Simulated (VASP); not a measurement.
Band structure of Al$_{2}$ZnS$_{4}$ (space group Cm). These are LDA (Ceperley-Alder, Perdew-Zunger), VASP's LDA PAW potentials (set 64) (plane waves; VASP 6.6.1) values and carry that method's errors.

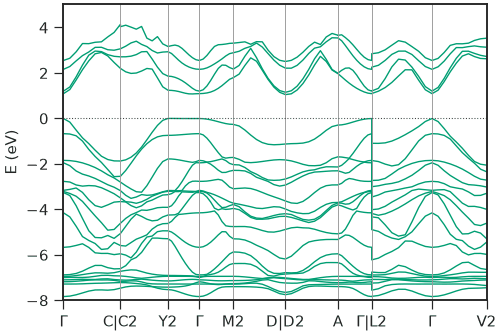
Figure. Bands along high-symmetry lines, zero at the valence-band maximum or, without a gap, the Fermi level

### Question
Read the plot: is there a gap, and where are the band edges?

### Answer
The gap is indirect, 1.05 eV, from the valence maximum at Y2 to the conduction minimum at D. (Edges off the drawn lines would not show.)

The structure comes from a computed database's Al2ZnS4 entry (Cm); how it stands against other phases isn't given here. It was relaxed first, which changed the volume by -9 %.
